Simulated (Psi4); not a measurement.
**B3LYP/def2-SVPD (core potential) run of SnH2Cl2 (SMILES [Cl][SnH2][Cl])**

Aim: the energy change on altering one bond length of SnH2Cl2 at B3LYP/def2-SVPD (core potential), from 2 runs. 

The calculation is run with Psi4 1.11.

## (1) The system as given

The species is SnH2Cl2 (5 atoms), meant as a singlet with charge 0. As SMILES, `[Cl][SnH2][Cl]`. Geometry: relaxed at PBE0-D4/def2-TZVP.

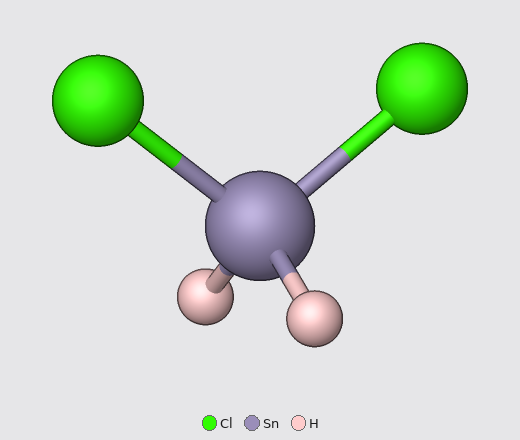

The structure, seen from a chosen angle (chlorine green, tin purple, hydrogen pink).

## (2) Energy and forces at B3LYP/def2-SVPD (core potential)

The input, input.inp:

```
memory 2200 mb

molecule m {
  0 1
  Cl    -1.795300    -0.326200     1.206500
  Sn     0.192400    -0.102900     0.038600
  Cl    -0.250400     1.295500    -1.753900
  H      0.602200    -1.626300    -0.582100
  H      1.301000     0.686300     1.049400
  symmetry c1
}

set {
  basis def2-SVPD
  puream true
  e_convergence 1e-09
  d_convergence 1e-08
  scf_type pk
  dft_radial_points 99
  dft_spherical_points 590
}

e_tot, wfn = gradient("b3lyp", return_wfn=True)
oeprop(wfn, "LOWDIN_CHARGES", "MULLIKEN_CHARGES", "DIPOLE")
print_variables()
```

Launch:

```bash
$ psi4 input.inp input.out -n 1
```

input.out:

```text
[...]
    !!!  WARNING: ECP capability is in beta. Please check occupations closely.  !!!
[...]
  Running in c1 symmetry.
[...]
  Nuclear repulsion =  237.041522240699976
[...]
  Multiplicity = 1
[...]
  Nalpha       = 29
  Nbeta        = 29
[...]
    Number of basis functions: 102
[...]
   @RKS iter   1: -1135.58299329895772   -8.07308e-01   5.71236e-03 ADIIS/DIIS
[...]
   @RKS iter  11: -1135.79256955377082   -3.18323e-12   2.24500e-09 DIIS
[...]
    Orbital Energies [Eh]
    ---------------------
    Doubly Occupied:
       1A   -101.514626     2A   -101.514608     3A     -9.466479
       4A     -9.466469     5A     -7.233362     6A     -7.233349
       7A     -7.226885     8A     -7.226875     9A     -7.226600
      10A     -7.226595    11A     -5.165630    12A     -3.509266
      13A     -3.507171    14A     -3.502944    15A     -1.096368
      16A     -1.093155    17A     -1.088449    18A     -1.086200
      19A     -1.085928    20A     -0.826974    21A     -0.809377
      22A     -0.546577    23A     -0.394701    24A     -0.391440
      25A     -0.388708    26A     -0.335574    27A     -0.333483
      28A     -0.327275    29A     -0.321610
[...]
  @RKS Final Energy: -1135.79256955377082
   => Energetics <=
    Nuclear Repulsion Energy =            237.0415222406999760
    One-Electron Energy =               -2120.2467310593629009
    Two-Electron Energy =                 808.2451592466269403
    DFT Exchange-Correlation Energy =     -60.8325199817349613
    Empirical Dispersion Energy =           0.0000000000000000
    VV10 Nonlocal Energy =                  0.0000000000000000
    Total Energy =                      -1135.7925695537710453
[...]
  -Total Gradient:
     Atom            X                  Y                   Z
    ------   -----------------  -----------------  -----------------
       1        0.015302252982     0.001978004896    -0.009358393398
       2       -0.015600563049     0.007573578976    -0.004000350020
       3        0.003074011618    -0.010868472191     0.014088714225
       4       -0.000751102773     0.002751099204     0.001113731298
       5       -0.002032024272    -0.001430624817    -0.001845616847
[...]
 Multipole Moments:
 ------------------------------------------------------------------------------------
     Multipole            Electronic (a.u.)      Nuclear  (a.u.)        Total (a.u.)
 ------------------------------------------------------------------------------------
 L = 1.  Multiply by 2.5417464519 to convert [e a0] to [Debye]
 Dipole X            :         28.4527725          -27.5310149            0.9217576
 Dipole Y            :        -13.7561984           13.3106074           -0.4455911
 Dipole Z            :          7.3120668           -7.0751724            0.2368944
 Magnitude           :                                                    1.0508603
[...]
  Mulliken Charges: (a.u.)
   Center  Symbol    Alpha    Beta     Spin     Total
       1    CL     8.77959  8.77959  0.00000 -0.55918
       2    SN    10.46027 10.46027  0.00000  1.07945
       3    CL     8.77959  8.77959  0.00000 -0.55918
       4     H     0.49028  0.49028  0.00000  0.01944
       5     H     0.49027  0.49027  0.00000  0.01947
   Total alpha = 29.00000, Total beta = 29.00000, Total charge =  0.00000
  Lowdin Charges: (a.u.)
   Center  Symbol    Alpha    Beta     Spin     Total
       1    CL     8.59868  8.59868  0.00000 -0.19735
[...]
```

Wall time 20 s (1 thread of AMD EPYC 7R43 (Zen 3), shared host); peak memory 1.1 GiB.

## (3) The distorted shape: a single-point energy at B3LYP/def2-SVPD (core potential)

The input, calc.dat:

```
memory 2200 mb

molecule {
  0 1
  Cl
  Sn 1 2.316205
  Cl 2 3.011 1 106.52121
  H 2 1.695273 1 107.78401 3 -115.4474
  H 2 1.695154 4 118.59378 1 122.69515
  symmetry c1
}

set {
  basis                def2-SVPD
  puream               true
  e_convergence        1e-09
  d_convergence        1e-08
  scf_type             pk
  dft_radial_points    99
  dft_spherical_points 590
}

E, wfn = energy("b3lyp", return_wfn=True)
oeprop(wfn, "MULLIKEN_CHARGES", "DIPOLE", "LOWDIN_CHARGES", title="B3LYP")
```

Launch:

```bash
$ psi4 -n 1 calc.dat calc.out
```

calc.out, shortened:

```text
[...]
    !!!  WARNING: ECP capability is in beta. Please check occupations closely.  !!!
[...]
  Running in c1 symmetry.
[...]
  Nuclear repulsion =  210.901307326141961
[...]
  Multiplicity = 1
[...]
  Nalpha       = 29
  Nbeta        = 29
[...]
    Number of basis functions: 102
[...]
   @RKS iter   1: -1135.56894263106665   -9.77352e-01   5.18355e-03 DIIS/ADIIS
[...]
   @RKS iter  11: -1135.74993690445558   -1.09139e-11   6.80729e-09 DIIS
[...]
  @RKS Final Energy: -1135.74993690445558
   => Energetics <=
    Nuclear Repulsion Energy =            210.9013073261419606
    One-Electron Energy =               -2067.8224746478781526
    Two-Electron Energy =                 781.9208772674916190
    DFT Exchange-Correlation Energy =     -60.7496468502110929
    Empirical Dispersion Energy =           0.0000000000000000
    VV10 Nonlocal Energy =                  0.0000000000000000
    Total Energy =                      -1135.7499369044555806
[...]
 Multipole Moments:
 ------------------------------------------------------------------------------------
     Multipole            Electronic (a.u.)      Nuclear  (a.u.)        Total (a.u.)
 ------------------------------------------------------------------------------------
 L = 1.  Multiply by 2.5417464519 to convert [e a0] to [Debye]
 Dipole X            :          0.0002077           -0.0001628            0.0000449
 Dipole Y            :         35.2392345          -33.2452563            1.9939782
 Dipole Z            :         16.5366966          -16.3752282            0.1614684
 Magnitude           :                                                    2.0005053
[...]
  Mulliken Charges: (a.u.)
   Center  Symbol    Alpha    Beta     Spin     Total
       1    CL     8.75636  8.75636  0.00000 -0.51272
       2    SN    10.52449 10.52449  0.00000  0.95101
       3    CL     8.76664  8.76664  0.00000 -0.53328
       4     H     0.47626  0.47626  0.00000  0.04748
       5     H     0.47624  0.47624  0.00000  0.04751
   Total alpha = 29.00000, Total beta = 29.00000, Total charge = -0.00000
  Lowdin Charges: (a.u.)
   Center  Symbol    Alpha    Beta     Spin     Total
       1    CL     8.59176  8.59176  0.00000 -0.18352
[...]
```

It took 12 s on 1 thread of AMD EPYC 7R43 (Zen 3), shared host; peak memory 1.1 GiB.

## (4) Summary of results

Level: B3LYP/def2-SVPD (core potential).

| quantity | value |
| --- | --- |
| first shape: total energy | -1135.79257 Eh |
| first shape: dipole moment | 2.67 D |
| first shape: HOMO energy | -8.75 eV |
| first shape: LUMO energy | -1.88 eV |
| first shape: HOMO–LUMO gap | 6.88 eV |
| first shape: largest force on an atom | 0.929 eV/Å |
| distorted shape: total energy | -1135.74994 Eh |
| distorted shape: dipole moment | 5.08 D |
| distorted shape: HOMO energy | -7.78 eV |
| distorted shape: LUMO energy | -4.05 eV |
| distorted shape: HOMO–LUMO gap | 3.73 eV |
| energy change with the Sn2–Cl3 bond stretched from 2.316 to 3.011 Å | 1.160 eV |

In words: With the Sn2–Cl3 bond stretched from 2.316 to 3.011 Å the energy rises by 1.16 eV (112 kJ/mol). The first shape isn't relaxed at this level, so the change isn't measured from a minimum. The largest force (first shape) is 0.93 eV/Å: the shape isn't a stationary point for this species at this level. Mulliken charges (distorted shape) run from -0.53 on Cl3 to +0.95 on Sn2; in a basis this large or diffuse they mean little.
